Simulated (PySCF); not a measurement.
# [Yb(HCN)]3+: forces at shaken geometries

Aim: move all atoms of relaxed [Yb(HCN)]3+ at random and read energies and forces. The species was built from a template and needn't be a known compound.

Computed with PySCF 2.14.0. Level: PBE0, Yb lcecp-1-SVP with ECP59, N def2-SVP, C def2-SVP, H def2-SVP; scalar-relativistic core potentials, no spin–orbit coupling.

3 further runs of the same task are left out: 2 for a known fault of the program, 1 that didn't finish.

## 1. Where the work starts

4 atoms, charge 3, spin multiplicity 1.

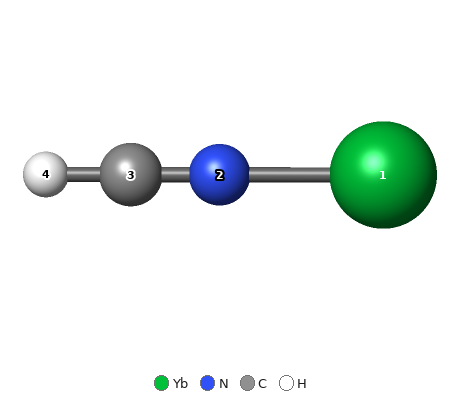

The structure; ytterbium green, nitrogen blue, carbon grey, hydrogen white; atoms are numbered from 1 in the order of the file.

As a file:

```xyz
4

Yb    0.00000    0.00000   -0.19815
N     0.00000    0.00000    1.95510
C     0.00000    0.00000    3.12215
H     0.00000    0.00000    4.24026
```

Formal oxidation states: Yb +3. Each metal's 13 4f electrons lie in its core potential, so multiplicities, spins and levels count the valence alone. An earlier session relaxed this geometry at PBE0, Yb lcecp-1-SVP with ECP59, N def2-SVP, C def2-SVP, H def2-SVP (singlet, point group C∞v).

Its energy there is -131.299772 Eh.

## 2. Atoms moved at random, σ = 0.15 Å

run.py (the lines that set the calculation) reads:

```python
mol = gto.M(atom='''
Yb    -0.22145     0.19537    -0.01448
N      0.04823    -0.00832     1.69430
C      0.24031    -0.16743     3.10735
H     -0.06710    -0.01962     4.33220''',
    basis={'Yb': 'lcecp-1-SVP', 'N': 'def2-SVP', 'C': 'def2-SVP', 'H': 'def2-SVP'},
    ecp={'Yb': 'lcecp-1-SVP'},
    charge=3, spin=0)
mf = dft.RKS(mol, xc='PBE0')
mf.grids.atom_grid = (50, 194)  # f atoms: unpruned, at least (60, 302)
mf = mf.density_fit()  # fitting sets: Yb AutoAux, N def2-universal-JKFIT, C def2-universal-JKFIT, H def2-universal-JKFIT
mf.conv_tol = 1e-08; mf.max_cycle = 55
mf.kernel(dm0)  # dm0: the density of the relaxed state
```

Started as:

```console
OMP_NUM_THREADS=2 python run.py
```

Log:

```text
init E= -130.505511007519
  HOMO = -1.27740483670543  LUMO = -0.987528969897369  gap/eV = 7.88792
cycle= 1 E= -131.028609660026  delta_E= -0.523  |g|= 0.639  |ddm|= 0.976
  HOMO = -0.921757040983558  LUMO = -0.744723512619356  gap/eV = 4.81733
cycle= 2 E= -130.194747716218  delta_E= 0.834  |g|= 1.94  |ddm|= 1.55
  HOMO = -0.990453805167236  LUMO = -0.745689597605633  gap/eV = 6.66037
cycle= 3 E= -131.088541458194  delta_E= -0.894  |g|= 0.317  |ddm|=  1.3
  HOMO = -1.03503064041845  LUMO = -0.797037426849323  gap/eV = 6.47613
cycle= 4 E= -131.122916068906  delta_E= -0.0344  |g|= 0.0624  |ddm|= 0.39
  HOMO = -1.03207296408577  LUMO = -0.791107931118963  gap/eV = 6.55699
cycle= 5 E= -131.124098347154  delta_E= -0.00118  |g|= 0.00928  |ddm|= 0.0706
  HOMO = -1.03200572468461  LUMO = -0.789888622468789  gap/eV = 6.58834
cycle= 6 E= -131.124121067117  delta_E= -2.27e-05  |g|= 0.00153  |ddm|= 0.00651
  HOMO = -1.03217271094704  LUMO = -0.789929716917738  gap/eV = 6.59177
cycle= 7 E= -131.12412172448  delta_E= -6.57e-07  |g|= 0.000168  |ddm|= 0.00136
  HOMO = -1.03218138762889  LUMO = -0.78994175687396  gap/eV = 6.59168
cycle= 8 E= -131.124121736714  delta_E= -1.22e-08  |g|= 8.33e-05  |ddm|= 0.000272
  HOMO = -1.03218017437923  LUMO = -0.789947945665272  gap/eV = 6.59147
cycle= 9 E= -131.124121739766  delta_E= -3.05e-09  |g|= 9.32e-06  |ddm|= 0.000114
  HOMO = -1.03217921947549  LUMO = -0.789947678610998  gap/eV = 6.59146
Extra cycle  E= -131.124121739877  delta_E= -1.11e-10  |g|= 7.65e-06  |ddm|= 2.65e-05
converged SCF energy = -131.124121739877
```

Run time: 1.3 s. Hardware: 2 threads of Intel Xeon 6975P-C (Granite Rapids), shared host.

It gives: E = -131.124122 Eh (+4.780 eV from the relaxed state), HOMO -28.09 eV, LUMO -21.50 eV, Mulliken charge on Yb1 +2.07 e, largest force component 24.974 eV/Å. 

| atom | Fx | Fy | Fz (eV/Å) |
| --- | --- | --- | --- |
| Yb1 | -2.040 | 1.555 | -13.141 |
| N2 | 4.156 | -3.202 | 24.974 |
| C3 | -3.218 | 2.254 | -9.969 |
| H4 | 1.102 | -0.607 | -1.864 |

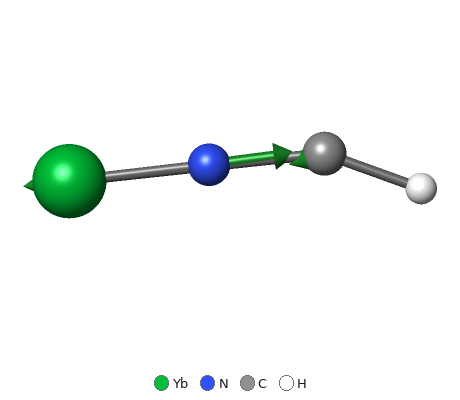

Forces as arrows, the longest for the largest force.

## 3. Atoms moved at random, σ = 0.06 Å

run.py (the lines that set the calculation), as its differences from that of step 2:

```diff
@@ -1,6 +1,6 @@
 mol = gto.M(atom='''
-Yb    -0.22145     0.19537    -0.01448
-N      0.04823    -0.00832     1.69430
-C      0.24031    -0.16743     3.10735
-H     -0.06710    -0.01962     4.33220''',
+Yb     0.01136     0.00432    -0.22916
+N     -0.01588     0.00532     1.99369
+C      0.06433     0.03684     3.04796
+H     -0.05981    -0.04649     4.30688''',
     basis={'Yb': 'lcecp-1-SVP', 'N': 'def2-SVP', 'C': 'def2-SVP', 'H': 'def2-SVP'},
```

Started as:

```console
OMP_NUM_THREADS=2 python run.py
```

Log:

```text
init E= -131.29985411995
  HOMO = -1.00123159237298  LUMO = -0.723183168732439  gap/eV = 7.56608
cycle= 1 E= -131.244191321599  delta_E= 0.0557  |g|= 0.187  |ddm|= 0.411
  HOMO = -1.03431537400187  LUMO = -0.749493618021538  gap/eV = 7.75039
cycle= 2 E= -131.227926301824  delta_E= 0.0163  |g|= 0.34  |ddm|= 0.349
  HOMO = -1.01849583872983  LUMO = -0.742124496174505  gap/eV = 7.52045
cycle= 3 E= -131.252390714747  delta_E= -0.0245  |g|= 0.00904  |ddm|= 0.218
  HOMO = -1.01901305969755  LUMO = -0.740142428420335  gap/eV = 7.58846
cycle= 4 E= -131.252414092056  delta_E= -2.34e-05  |g|= 0.00177  |ddm|= 0.011
  HOMO = -1.01840383195393  LUMO = -0.740362594346837  gap/eV = 7.56589
cycle= 5 E= -131.252414758247  delta_E= -6.66e-07  |g|= 0.000843  |ddm|= 0.00274
  HOMO = -1.01862519084605  LUMO = -0.740321321533825  gap/eV = 7.57303
cycle= 6 E= -131.252414975938  delta_E= -2.18e-07  |g|= 0.000138  |ddm|= 0.00096
  HOMO = -1.01859963474272  LUMO = -0.740323889408371  gap/eV = 7.57227
cycle= 7 E= -131.252414981224  delta_E= -5.29e-09  |g|= 1.44e-05  |ddm|= 0.000152
  HOMO = -1.01860424621869  LUMO = -0.740321952458777  gap/eV = 7.57245
Extra cycle  E= -131.252414981256  delta_E= -3.15e-11  |g|= 1.16e-05  |ddm|= 2.36e-05
converged SCF energy = -131.252414981256
```

It took 1.2 s on 2 threads of Intel Xeon 6975P-C (Granite Rapids), shared host.

Read off: E = -131.252415 Eh (+1.289 eV from the relaxed state), HOMO -27.72 eV, LUMO -20.15 eV, Mulliken charge on Yb1 +2.52 e, largest force component 22.185 eV/Å. 

```csv
atom,Fx,Fy,Fz (eV/Å)
Yb1,-0.065,-0.014,0.697
N2,-0.832,-0.285,-19.635
C3,0.222,-0.116,22.185
H4,0.675,0.415,-3.247
```

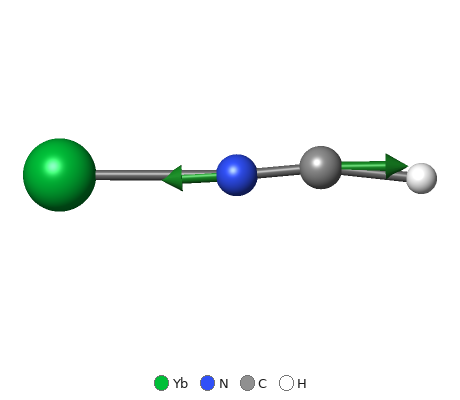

Forces as arrows, the longest for the largest force.

## 4. Atoms moved at random, σ = 0.15 Å

run.py (the lines that set the calculation), as its differences from that of step 3:

```diff
@@ -1,6 +1,6 @@
 mol = gto.M(atom='''
-Yb     0.01136     0.00432    -0.22916
-N     -0.01588     0.00532     1.99369
-C      0.06433     0.03684     3.04796
-H     -0.05981    -0.04649     4.30688''',
+Yb    -0.11744    -0.00007    -0.07007
+N      0.17600     0.05477     2.03528
+C     -0.11064    -0.04692     2.93259
+H      0.05208    -0.00778     4.22156''',
     basis={'Yb': 'lcecp-1-SVP', 'N': 'def2-SVP', 'C': 'def2-SVP', 'H': 'def2-SVP'},
```

Started as:

```console
OMP_NUM_THREADS=2 python run.py
```

Log:

```text
init E= -131.168293802424
  HOMO = -1.08788152120789  LUMO = -0.728110062162382  gap/eV = 9.78988
cycle= 1 E= -131.072331514405  delta_E= 0.096  |g|= 0.247  |ddm|= 0.96
  HOMO = -1.00309310679505  LUMO = -0.759800109273999  gap/eV = 6.62034
cycle= 2 E= -131.067854110063  delta_E= 0.00448  |g|= 0.289  |ddm|= 0.506
  HOMO = -1.05269687248213  LUMO = -0.745992630488882  gap/eV = 8.34585
cycle= 3 E= -131.087960736322  delta_E= -0.0201  |g|= 0.04  |ddm|= 0.263
  HOMO = -1.05717599260206  LUMO = -0.745565446775772  gap/eV = 8.47935
cycle= 4 E= -131.088246812945  delta_E= -0.000286  |g|= 0.0133  |ddm|= 0.0371
  HOMO = -1.05595223585503  LUMO = -0.74601420825544  gap/eV = 8.43384
cycle= 5 E= -131.088289880938  delta_E= -4.31e-05  |g|= 0.0014  |ddm|= 0.0126
  HOMO = -1.05593278408383  LUMO = -0.746096692861247  gap/eV = 8.43107
cycle= 6 E= -131.08829048414  delta_E= -6.03e-07  |g|= 0.00035  |ddm|= 0.00154
  HOMO = -1.05589533434162  LUMO = -0.746068986395684  gap/eV = 8.43080
cycle= 7 E= -131.088290513962  delta_E= -2.98e-08  |g|= 3.85e-05  |ddm|= 0.00036
  HOMO = -1.05590172645897  LUMO = -0.746067791210237  gap/eV = 8.43101
cycle= 8 E= -131.088290514464  delta_E= -5.01e-10  |g|= 6.7e-06  |ddm|= 6.15e-05
  HOMO = -1.05590204475199  LUMO = -0.746068065411096  gap/eV = 8.43101
Extra cycle  E= -131.088290514475  delta_E= -1.12e-11  |g|= 3.48e-06  |ddm|= 1.19e-05
converged SCF energy = -131.088290514475
```

Run time: 1.3 s. Hardware: 2 threads of Intel Xeon 6975P-C (Granite Rapids), shared host.

Result: E = -131.088291 Eh (+5.755 eV from the relaxed state), HOMO -28.73 eV, LUMO -20.30 eV, Mulliken charge on Yb1 +2.48 e, largest force component 57.328 eV/Å. 

```
atom       Fx      Fy  Fz (eV/Å)
 Yb1    0.247   0.091     -1.131
  N2   14.715   5.308    -52.780
  C3  -13.617  -5.000     57.328
  H4   -1.344  -0.400     -3.417
```

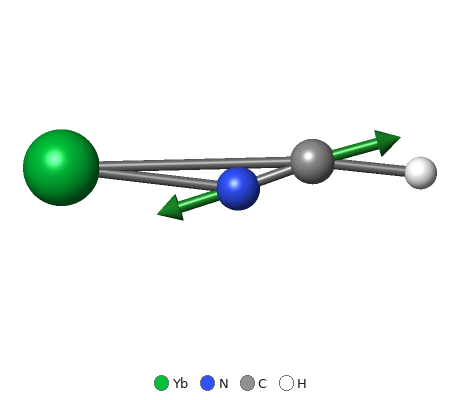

Forces as arrows, the longest for the largest force.

## 5. The displacements side by side

| σ (Å) | energy rise (eV) | harmonic estimate −½ F·u (eV) | largest force component (eV/Å) |
| --- | --- | --- | --- |
| 0.15 | 4.780 | 4.590 | 24.97 |
| 0.06 | 1.289 | 1.340 | 22.18 |
| 0.15 | 5.755 | 5.327 | 57.33 |

Every displacement raises the energy. For a harmonic well the rise equals −½ F·u; the two differ by at most 7 % here (a move with σ = 0.15 Å), from anharmonicity, the grid and the small forces left at the relaxed point. These are double-zeta-type bases without diffuse functions. Spin–orbit coupling is left out.
